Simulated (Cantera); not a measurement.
Feed: 1 mol Si3N4, 0.16 mol CO2, 230 mol N2, equilibrated at 1600 °C.

Cantera equilibrium calculation (NASA polynomials, part measured and part estimated; ideal gas, pure solids and liquids). Candidate condensed phases: C, Si, SiC, SiO2, Si2N2O, Si3N4; 34 gas species. Mutual solubility and eutectic melting of coexisting phases are not modelled. The tables' values for SiN are old estimates; treat these amounts as uncertain. The numbers say what is thermodynamically allowed, not how fast it happens.

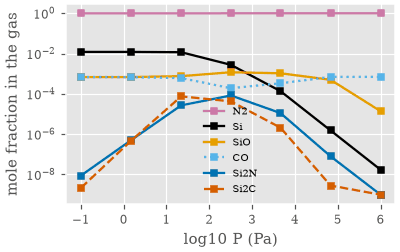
Equilibrium gas composition (values under 1e-9 drawn at 1e-9)

From 0.100 Pa to 22.0 Pa nothing is condensed. At 3.20 mbar the condensed part is Si(l) + SiC(s). At 46.0 mbar the condensed part is SiC(s) + Si3N4(s). From 0.680 bar to 10.0 bar the condensed part is Si2N2O(s) + Si3N4(s). The main Si-bearing gas is Si at 0.100 Pa and SiO at 10.0 bar.
